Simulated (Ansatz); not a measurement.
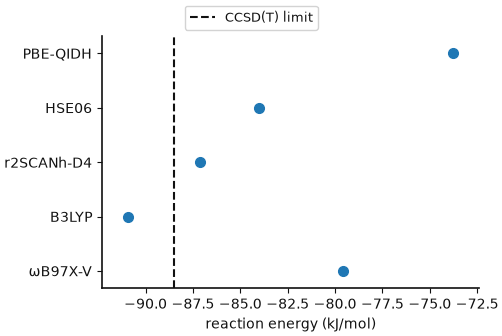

Electronic reaction energy of SiNH₃Cl₂ (N[SiH](Cl)Cl) + F ([F]) [doublet] → SiNH₂Cl₂ ([NH][SiH](Cl)Cl) [doublet] + HF (F) (SMILES in brackets) at several levels (functionals in def2-TZVPP unless a basis is named), isolated molecules at PBE0-D4 triple-zeta geometries, minima by their frequencies, no zero-point or thermal terms, the Ansatz code. The line is frozen-core CCSD(T) at the basis limit (MP2 extrapolated from triple and quadruple zeta, plus CCSD(T) less MP2 in a smaller set). PBE-QIDH holds a correlation term that converges slowly with the basis, so part of the distance to the limit is basis error. No dispersion term is added to PBE-QIDH, HSE06 and B3LYP. The limit lies 7.1 kJ/mol from CCSD(T)/def2-TZVPP, so the line itself is uncertain by a part of that.

**Which level comes closest to the line (CCSD(T) limit), and which misses most?**

Closest r2SCANh-D4 (−87.1 kJ/mol), against −88.5 kJ/mol; farthest PBE-QIDH (−73.8 kJ/mol).

**Give the values.**

```tsv
level	kJ/mol	less CCSD(T) limit
PBE-QIDH	−73.8	14.7
HSE06	−84.0	4.5
r2SCANh-D4	−87.1	1.4
B3LYP	−90.9	−2.4
ωB97X-V	−79.6	8.9
CCSD(T) limit	−88.5	0.0
```
